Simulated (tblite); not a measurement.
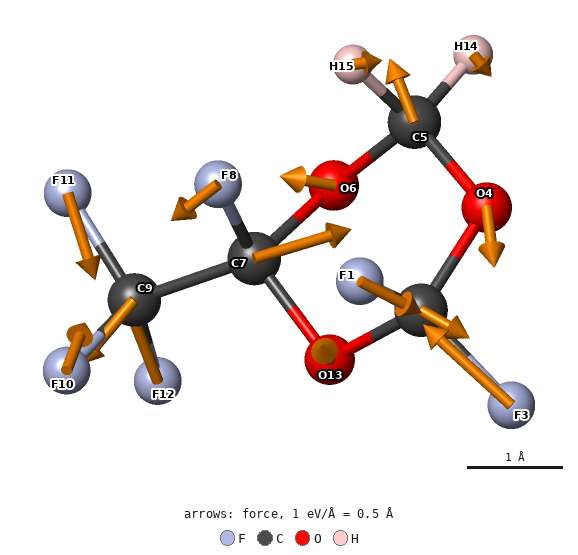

Starting geometry of C4H2F6O3 with the computed forces as orange arrows. Style: ball-and-stick. Shown at a tilt.

All numbers below come from GFN2-xTB geometry optimisation, gas phase in tblite. 

Is this structure relaxed? If not, where do the atoms go?

Answer. It isn't relaxed: the largest force vector, on an F atom, is 2.53 eV/Å. The final displacements follow the starting forces only in part (cosine between the two patterns 0.34). An F atom moves most after the best rigid fit: 0.51 Å. Largest moves by element: F 0.51 Å, H 0.45 Å, O 0.42 Å, C 0.25 Å. Near-neighbour distances that change, for instance: C–F 1.401 → 1.323 Å, C–F 1.382 → 1.325 Å, C–C 1.505 → 1.555 Å, C–O 1.408 → 1.359 Å. Bond angles that change, for instance: O–C–O 104.8° → 114.4°, C–O–C 103.8° → 111.6°, C–O–C 107.1° → 114.7°. Over 43 geometry steps the energy falls by 24.0 kcal/mol.
